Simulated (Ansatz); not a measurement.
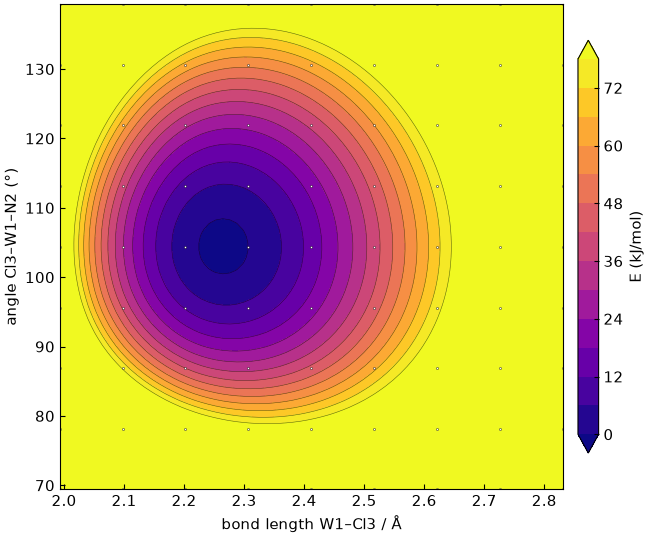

WNCl3. First axis: bond length W1–Cl3. Second axis: angle Cl3–W1–N2. Nothing is relaxed (all other coordinates rigid). The scan uses a 9 × 9 grid. Energies are in kJ/mol, from the lowest grid point. Theory: RKS PBE0-D4/def2-SVP (Ansatz).

The picture shows filled contours, dots at the grid points, one colour for all values above the top of the scale. Between grid points the surface is interpolated.

### Where is the minimum, and how stiff is the well along each coordinate?

The interpolated minimum is at bond length W1–Cl3 ≈ 2.265 Å, angle Cl3–W1–N2 ≈ 104.4°. The curvatures there are about 19 eV/Å² and 6.8 eV/rad², with a cross term of about 0 eV/(Å·rad). Round the minimum the two coordinates are nearly uncoupled. (1 eV is 96.5 kJ/mol.)
